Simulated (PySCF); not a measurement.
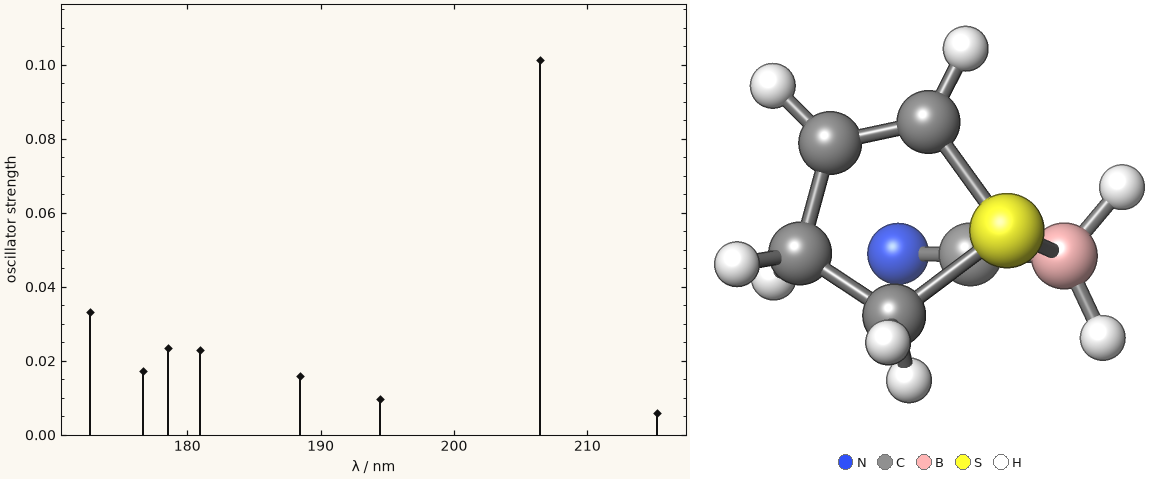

Computed absorption of C₅H₈BNS, SMILES N#C[BH2-][S@@+]1C=CCC1. Vertical TDDFT excitations, PBE0/def2-SVPD in PySCF 2.14.0, at a GFN2-xTB geometry (no frequency check), gas phase. The lowest 8 singlet states are shown.

### Does any vertical transition fall in the visible?

No singlet lies below 3.1 eV (beyond 400 nm), so at this level no vertical transition falls in the visible.

### List the transitions behind the spectrum.

| state | E (eV) | λ (nm) | f | main character |
| --- | --- | --- | --- | --- |
| S1 | 5.76 | 215 | 0.006 | HOMO → LUMO+1 (88 %) |
| S2 | 6.01 | 206 | 0.101 | HOMO → LUMO (83 %) |
| S3 | 6.38 | 194 | 0.010 | HOMO−1 → LUMO (84 %) |
| S4 | 6.58 | 188 | 0.016 | HOMO → LUMO+2 (85 %) |
| S5 | 6.85 | 181 | 0.023 | HOMO−1 → LUMO+1 (71 %) |
| S6 | 6.94 | 179 | 0.024 | HOMO−1 → LUMO+2 (51 %) |
| S7 | 7.02 | 177 | 0.017 | HOMO−2 → LUMO (54 %) |
| S8 | 7.18 | 173 | 0.033 | HOMO → LUMO+3 (63 %) |

Caveats: the tight-binding geometry is rougher than a DFT one and adds to the error; one conformer of a flexible molecule; core orbitals are frozen in the response.
